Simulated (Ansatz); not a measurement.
The figure comes from a scan of TiB$_{2}$ (AlB2 type, space group P6/mmm): a phonon pattern at L = (0.5, 0.0, 0.5) is frozen into a 6-atom cell, Q being the largest atomic displacement. Method: PBE (plane waves to 420 eV, PAW, scalar-relativistic; Ansatz, a program for electronic structure). k mesh 18×18×18 (Γ-centred), Fermi-Dirac smearing 0.05 eV. The energy includes the smearing's −TS. With partly filled bands, energies and forces of such displacements shift with the k mesh and the smearing. The PAW data are Ansatz's earlier set. TiB2 is run without spin polarisation. TiB2 was relaxed with its symmetry unable to fall. The zero of ΔE is the undisplaced structure.

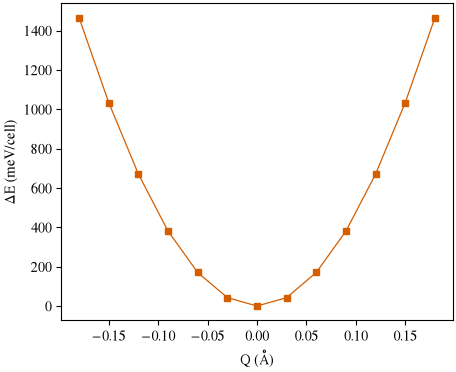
Figure. ΔE (meV/cell) against Q (Å); markers are the computed points, lines only join them.

Task: Read the plotted values off the figure, to the accuracy that the plot allows.

Result: To the nearest 20:

| Q (Å) | ΔE (meV/cell) |
|---|---|
| -0.180 | 1460 |
| -0.150 | 1040 |
| -0.120 | 680 |
| -0.090 | 380 |
| -0.060 | 180 |
| -0.030 | 40 |
| 0.000 | 0 |
| 0.030 | 40 |
| 0.060 | 180 |
| 0.090 | 380 |
| 0.120 | 680 |
| 0.150 | 1040 |
| 0.180 | 1460 |

(A displaced cell: forces are minus the slopes of the energy, force constants its curvatures, and phonons follow from these.)
